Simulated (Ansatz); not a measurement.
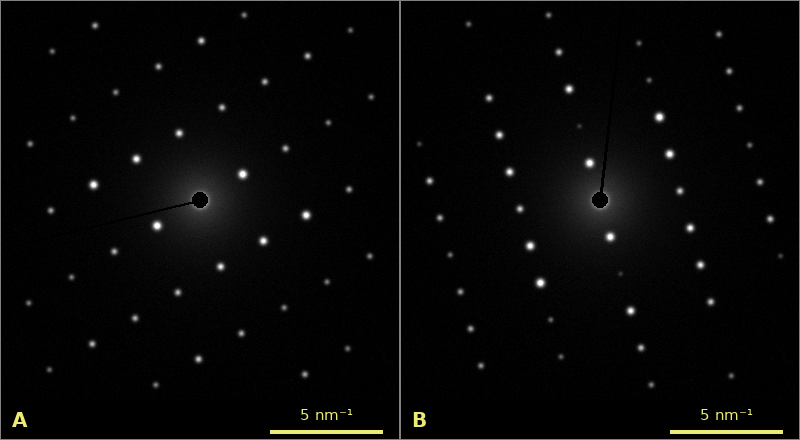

Kinematic electron diffraction patterns (120 kV, B = 0.5 Å², same scale, each along a low-index zone) of two structures of composition LiSi2, each relaxed at zero pressure with Ansatz 0.2.0, DFT PBE, scalar-relativistic, plane waves, PAW.

The structures (standard cells):
1. R-3m (No. 166), a = 3.783 Å, c = 13.346 Å (hexagonal axes), 9 atoms; generated start, possibly hypothetical
2. R-3m (No. 166), a = 3.228 Å, c = 17.381 Å (hexagonal axes), 9 atoms; generated start, possibly hypothetical

**Which pattern belongs to which structure, and along which zone?**

A is structure 1 along [100] or an equivalent direction: oblique net of 0 0 3 at d = 4.45 Å and 0 -1 1 at d = 3.18 Å, 76.2° apart. B is structure 2 along [100] or an equivalent direction: oblique net of 0 0 3 at d = 5.79 Å and 0 -1 1 at d = 2.76 Å, 80.9° apart (some points of this net are extinct or too weak to see).

**Which structure lies lowest at this level of theory, and by how much?**

Structure 1 (R-3m, 18.37 Å³ an atom) is the lowest of these; structure 2 (R-3m, 17.42 Å³ an atom) lies about 180 meV an atom higher. These are static energies at 0 K; other structures, not shown, may lie lower still.
